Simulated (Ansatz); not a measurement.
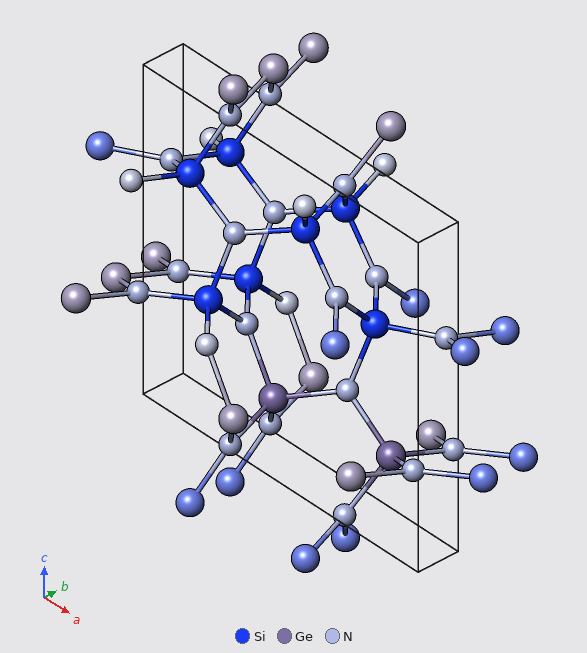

An orthographic ball-and-stick view of the structure, slightly off an axis. Thin lines show the conventional unit cell, with boundary atoms drawn in all their periodic places. Bonds that leave the box are completed with the atoms at their other ends, in fainter colours.

Si2GeN4, space group Pm (No. 6), a = 7.727 Å, b = 2.962 Å, c = 7.751 Å, α = 90.00°, β = 119.69°, γ = 90.00°. Starting structure: a structure type filled with these elements by a generator (whether the compound takes this form wasn't checked). Earlier steps of the study, as a rule a relaxation of our own, may have changed the cell and positions, so they can lie some per cent off the listed ones. Ansatz was used for an electronic-structure calculation on it.

This one geometry was computed with Ansatz (DFT, plane waves, PAW) at five levels of theory: HSE06, PBE with spin-orbit coupling, r2SCAN, PBE and PBE0. It was relaxed beforehand with r2SCAN.

> Which level gives the highest pressure at this volume, and what does that say about its equilibrium volume?

Highest: PBE with spin-orbit coupling (5.9 GPa) and PBE (6.0 GPa), which points to the largest equilibrium volume. Lowest, with the smallest volume: HSE06 (-0.6 GPa) and PBE0 (-0.8 GPa). Levels within 0.5 GPa of each other can't be told apart.

> How does the band gap change with the level of theory?

PBE with spin-orbit coupling: a gap of 3.74 eV, indirect; PBE: a gap of 3.74 eV, indirect; r2SCAN: a gap of 4.27 eV, indirect; HSE06: a gap of 5.26 eV, indirect; PBE0: a gap of 6.01 eV, indirect.

> Collect the results in a table.

| level | cutoff (eV) | k-mesh of the run's cell | gap (eV) | pressure (GPa) |
| --- | --- | --- | --- | --- |
| HSE06 | 420 | 2×6×2 | 5.26 | -0.6 |
| PBE with spin-orbit coupling | 420 | 4×8×4 | 3.74 | 5.9 |
| r2SCAN | 500 | 4×8×4 | 4.27 | 0.0 |
| PBE | 420 | 4×8×4 | 3.74 | 6.0 |
| PBE0 | 420 | 2×6×2 | 6.01 | -0.8 |

Gaps are taken on the k-mesh or band path of each run.
